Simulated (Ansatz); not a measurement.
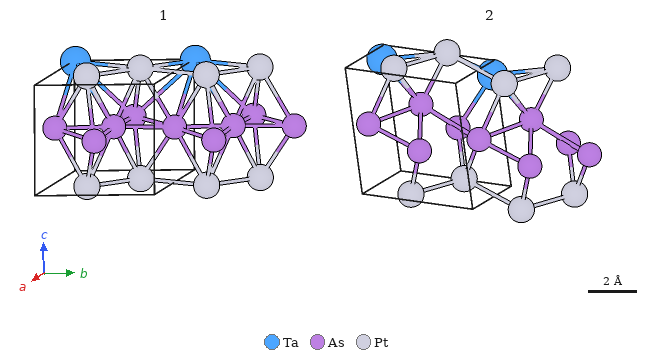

Two geometries of solid TaAs₃Pt₂ (built on the ScCo3B2-191 type type), drawn at one scale. One is the start of a relaxation, the other its converged end. The picture is a ball-and-stick view of the cell of the calculation, repeated 1 × 2 × 1 with one cell outlined, seen slightly off an axis.

Level of theory: DFT, PBEsol, plane waves, PAW in Ansatz. Set-up: plane-wave cutoff 420 eV; k-point mesh 6 × 6 × 4; occupations fermi dirac; smearing width 0.05 eV; no spin polarisation; cell and atoms relaxed; force threshold 0.01 eV/Å; at most 120 steps.

> Which geometry has the lower energy?

Structure 2 is the relaxed one. Case: shaken. The largest move relative to the cell is that of an As atom, 0.99 Å along [−2 −1 3]. Largest moves by element: As 0.99 Å, Ta 0.61 Å, Pt 0.45 Å. The volume changes by −3.2 %, with a 5.073 → 4.893 Å (−3.6 %), b 5.127 → 4.827 Å (−5.9 %), c 4.785 → 5.456 Å (+14.0 %), α 92.0° → 107.5°, β 89.3° → 88.5°, γ 119.4° → 120.3°. Among the contacts that change: As–Ta 3.688 → 5.596 Å, As–As 4.330 → 2.844 Å, As–As 4.423 → 3.049 Å, As–Ta 3.543 → 4.839 Å. Bond angles that change, for instance: As–As–As 176.0° → 111.1°, As–As–As 119.0° → 63.3°, As–As–As 122.4° → 176.8°. The space group stays P1 (No. 1). After 21 accepted moves (23 points after the start) the energy has fallen by 3.659 eV per cell of the calculation. The largest force component goes from 0.23 to 0.002 eV/Å. Pressure: −1.19 GPa at the start and 0.01 GPa at the end. At 2 points the geometry stayed and the basis and grid were re-selected for the new cell (energy shift of 37.4 meV per cell of the calculation at most each time).
